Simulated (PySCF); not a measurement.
# C2H7ClOSi (SMILES OC(Cl)C[SiH3]): what the fields show

Input

```
{"job": {"kind": "nmr", "xc": "PBE0", "basis": "pcSseg-2"}, "charge": 0, "multiplicity": 1}
C     -0.127932    -0.351567    -1.223684
C      0.706075     0.168903    -0.072781
Si    -0.146664    -0.048040     1.608611
O     -1.408182     0.138341    -1.252653
Cl     0.743959     0.000456    -2.797444
H     -0.209519    -1.446462    -1.201262
H      0.926088     1.239478    -0.230437
H      1.680699    -0.343478    -0.059343
H     -0.636918    -1.451412     1.755266
H     -1.296064     0.893064     1.755330
H      0.846203     0.240751     2.687527
H     -1.371469     1.103569    -1.233983
```

Launched as:

```sh
OMP_NUM_THREADS=1 python cluster_run.py task.json out
```

Geometry: PBE0-D3(BJ)/def2-SVP.

All numbers below come from PySCF, PBE0/pcSseg-2, SCF density, gas phase, non-relativistic.

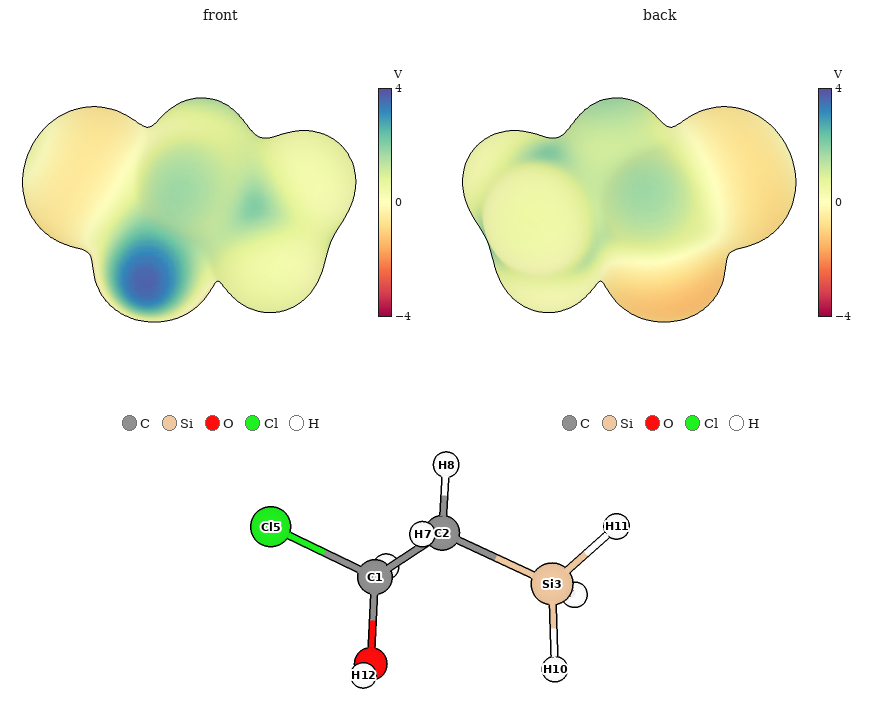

Figure 1. The electrostatic potential painted on the density surface at 0.004 e/bohr³, seen from the front and from behind; the colour scale runs from red (negative) to blue (positive). The bare structure is drawn below in the same view.

> Where is the surface potential most negative and most positive?

The most negative region (about −1.3 V, or −30 kcal/mol for a unit charge) lies over O4, the most positive (about +3.6 V, or +83 kcal/mol for a unit charge) over H12. Cl5 shows a σ-hole: about +0.3 V, or +7 kcal/mol for a unit charge at the tip opposite its bond, against about −0.6 V, or −14 kcal/mol for a unit charge on its flanks. O4 is the likeliest acceptor of a hydrogen bond.

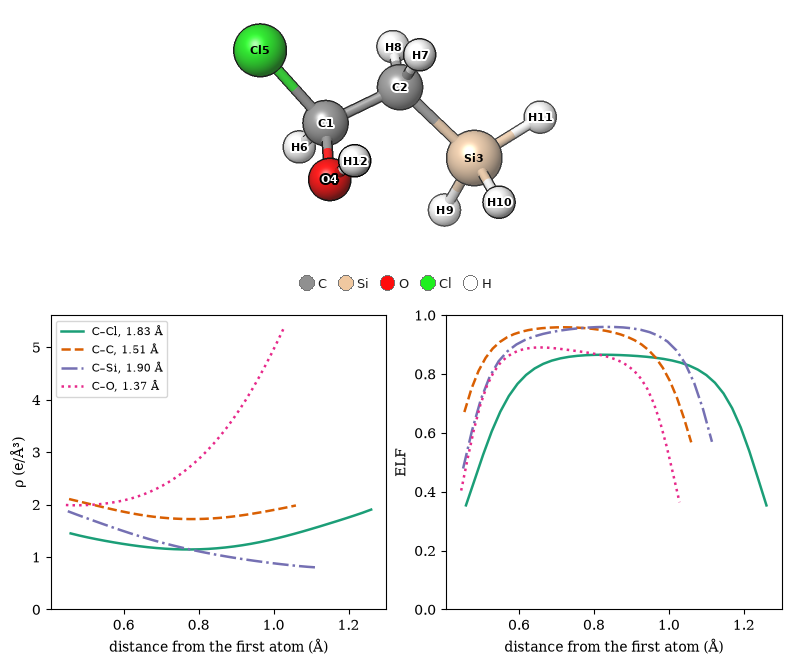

Figure 2. Electron density and ELF along straight lines between neighbouring atoms. The curves leave out the atomic cores. The structure is drawn too.

> What can be read from the curves?

C–Cl (1.83 Å): ρ at the midpoint is about 1.2 e/Å³; the ELF peaks at about 0.85 between the atoms: a shared electron pair.
C–C (1.51 Å): ρ at the midpoint is about 1.7 e/Å³; the ELF peaks at about 0.95 between the atoms: localised, covalent bonding.
C–Si (1.90 Å): the density is about 0.93 e/Å³ at the midpoint; the ELF peaks at about 0.95 between the atoms; localised, covalent bonding.
C–O (1.37 Å): ρ is about 2.3 e/Å³ halfway, with its minimum of 2 e/Å³ about 0.5 Å from C; the ELF peaks at about 0.90 between the atoms, as expected for a polar covalent bond.
